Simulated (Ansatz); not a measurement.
**BGeH₅O: density, localisation and related maps**

The calculation's input:

```
crystal:
  periodic: [false, false, false]
  atoms:
    - { symbol: O, position_ang: [-1.5761, 0.7454, -0.7803] }
    - { symbol: B, position_ang: [-0.2073, 0.4544, -0.8242] }
    - { symbol: Ge, position_ang: [0.6522, -0.3269, 0.7955] }
    - { symbol: H, position_ang: [-2.0066, -0.0234, -1.101] }
    - { symbol: H, position_ang: [-1.55817, 1.73078, -0.68647] }
    - { symbol: H, position_ang: [-0.3614, -0.461, 1.9421] }
    - { symbol: H, position_ang: [1.2959, -1.7183, 0.4619] }
    - { symbol: H, position_ang: [1.8652, 0.6271, 1.27] }
basis:
  gaussian: { orbitals: def2-SVP }
hamiltonian:
  xc: pbe
relax:
  f_tol: 0.02
  max_steps: 50
output:
  orbitals: {}
```

Run with:

```sh
ansatz run input.yaml --threads 2 --pin off --max-ram 3072MiB --backend cpu --events-out ev --progress --plain --runs-dir out
```

The fields are those of the run's last geometry, not of the input's.

The calculation used RKS PBE/def2-SVP in Ansatz 0.2.0.

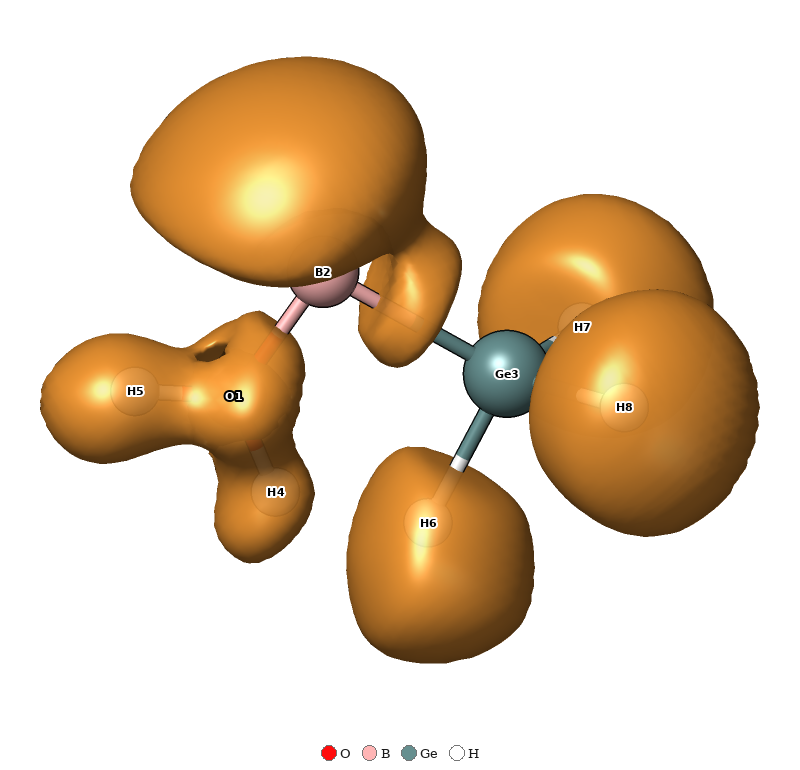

Figure 1. Isosurface of the electron localisation function at 0.75 (orange), seen at a tilt. Only the valence region is drawn (cores and ρ < 0.01 e/Å³ removed).

Describe the localisation domains.

Answer. At this value the surface marks out three regions around hydrogen nuclei, one region on B in which the atom's valence shell and bonds are merged and one joined region spread over several atoms (H, O), in which their bonds and any lone pairs are merged. Profiles from the grid: B–O (1.49 Å): the ELF peaks at about 0.90 between the atoms; a shared but strongly polarised pair. Ge–B (2.13 Å): the ELF peaks at about 0.95 in the valence shell of B, 0.8 Å from its nucleus, and is about 0.85 at the midpoint.

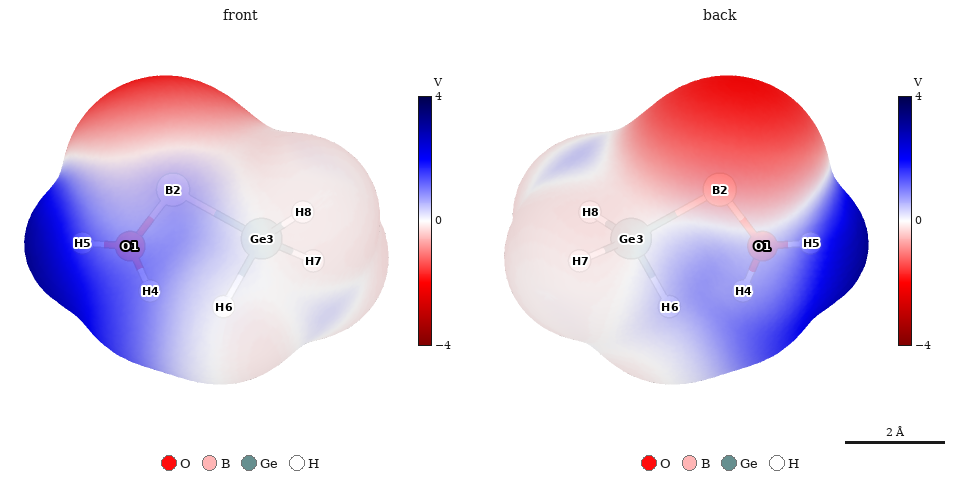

Figure 2. The molecular electrostatic potential painted on the density surface at 0.001 e/bohr³, seen from the front and from behind; the colour scale runs from red (negative) to blue (positive).

Describe the electrostatic potential map.

Answer. The most negative region (about −2.0 V) lies over O1, the most positive (about +3.1 V) over H5. O1 is the likeliest acceptor of a hydrogen bond.

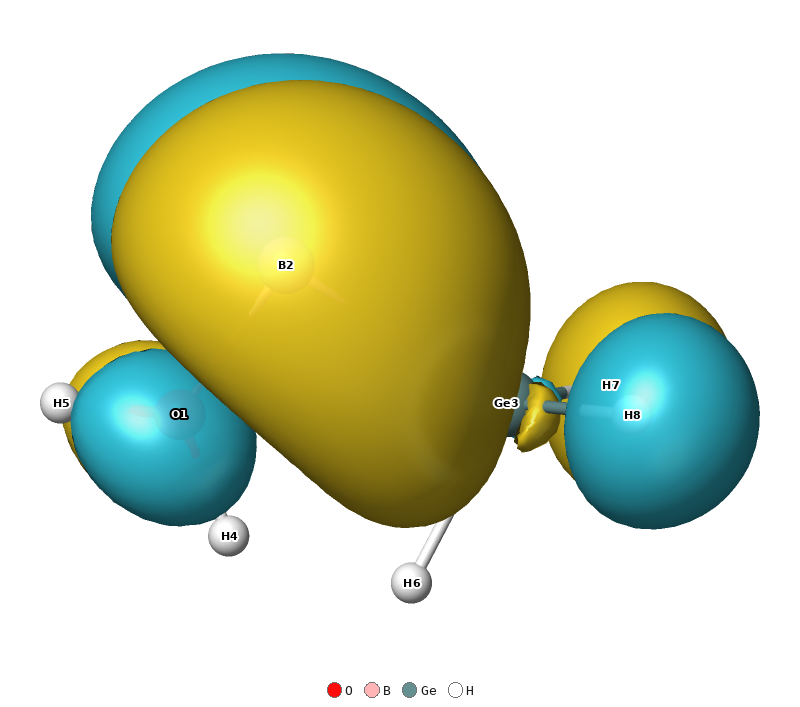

Figure 3. One frontier orbital at ±0.06 Å⁻³ᐟ² (yellow and cyan are the two phases), seen across its widest extent.

Which orbital is it: HOMO or LUMO?

Answer. The LUMO, at −2.06 eV. Its weight (Hirshfeld) is mainly on B2 (about 65 %), Ge3 (about 20 %) and O1 (about 10 %).
